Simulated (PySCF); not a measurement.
```xyz
14

Si   -0.0799    1.3879   -1.2309
C    -0.1318    0.1836    0.2481
Si   -1.3585   -1.2630    0.0413
Si    1.5840   -0.3288    0.9070
Cl   -0.8444    1.1785    1.6017
H     0.4809    0.6775   -2.3809
H     0.7582    2.5316   -0.8749
H    -1.4407    1.8397   -1.5167
H    -1.4328   -2.0001    1.3016
H    -0.8708   -2.1276   -1.0342
H    -2.6744   -0.7193   -0.2905
H     2.3599    0.8781    1.1869
H     1.4057   -1.0993    2.1366
H     2.2439   -1.1392   -0.1174
```

Geometry: GFN2-xTB.

The calculation used PySCF, PBE0/pcSseg-1, SCF density, gas phase, non-relativistic.

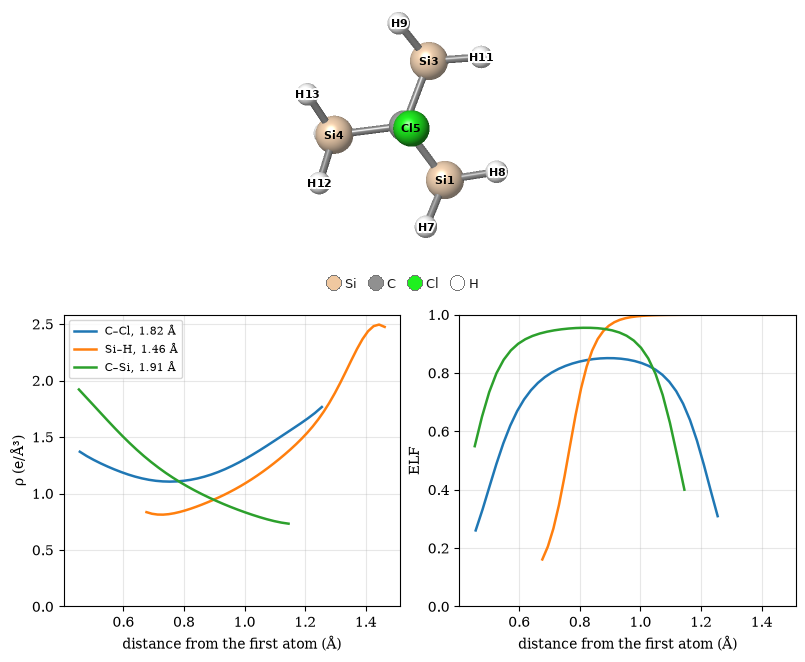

CH9ClSi3 (SMILES [SiH3]C([SiH3])([SiH3])Cl). Electron density and electron localisation function along straight lines between neighbouring atoms. The curves leave out the atomic cores. The structure is drawn too.

> Compare the contacts.

C–Cl (1.82 Å): ρ is about 1.2 e/Å³ halfway; the ELF peaks at about 0.85 between the atoms: a shared electron pair.
Si–H (1.46 Å): ρ at the midpoint is about 0.81 e/Å³; the ELF climbs to about 1 towards the hydrogen, as it does in any bond to H.
C–Si (1.91 Å): the density is about 0.88 e/Å³ at the midpoint; the ELF peaks at about 0.95 between the atoms, as expected for a covalent bond.
